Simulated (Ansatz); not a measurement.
Input

```
crystal:
  periodic: [false, false, false]
  atoms:
    - {symbol: Cl, position_ang: [0.651160, 0.363018, -1.370453]}
    - {symbol: F, position_ang: [-2.425640, -1.197543, 2.138252]}
    - {symbol: F, position_ang: [-2.899167, 0.654151, 0.365465]}
    - {symbol: Ga, position_ang: [-1.105584, -1.301752, -2.968200]}
    - {symbol: Si, position_ang: [-1.700905, -0.123814, 1.151406]}
    - {symbol: Si, position_ang: [-0.462376, -1.279216, -0.454744]}
    - {symbol: H, position_ang: [-1.029079, 0.888356, 2.007470]}
    - {symbol: H, position_ang: [0.597940, -2.043016, 0.279520]}
basis:
  gaussian: {orbitals: def2-SVPD}
hamiltonian: {xc: {name: PBE0}}
output: {forces: true, orbitals: {seedname: orbitals}}
```

Launched as:

```sh
ansatz run input.yaml --threads 2 --pin off --max-ram 4350MiB --events-out events.jsonl --progress --plain --runs-dir runs
```

Geometry: PBE0-D3(BJ)/pcseg-1.

Method: isolated molecule in a Gaussian basis; Kohn-Sham density functional theory, functional PBE0 (Ansatz).

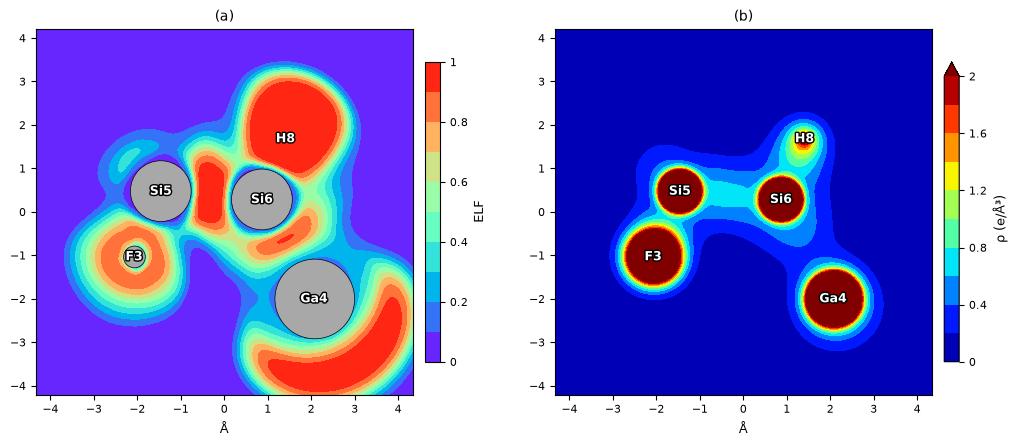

ClF$_{2}$GaH$_{2}$Si$_{2}$. (a) ELF; (b) electron density on the plane of atoms F3, Si5 and Si6. Grey discs cover the atomic cores in the ELF map.

Interpret the plot.

Answer. The plane passes through F, Ga, Si and H nuclei. Si–F (1.63 Å): ρ is about 0.99 e/Å³ halfway; the ELF peaks at about 0.85 in the valence shell of F, 0.6 Å from its nucleus, and is about 0.45 at the midpoint. Si–Si (2.33 Å): ρ at the midpoint is about 0.67 e/Å³; the ELF peaks at about 1 between the atoms; localised, covalent bonding. Ga–Si (2.59 Å): ρ is about 0.37 e/Å³ halfway; the ELF peaks at about 0.90 between the atoms; a covalent bond. Si–H (1.50 Å): the density is about 0.75 e/Å³ at the midpoint; the ELF climbs to about 1 towards the hydrogen, as it does in any bond to H. The ELF also peaks beside F3, away from the bonds: lone-pair regions.
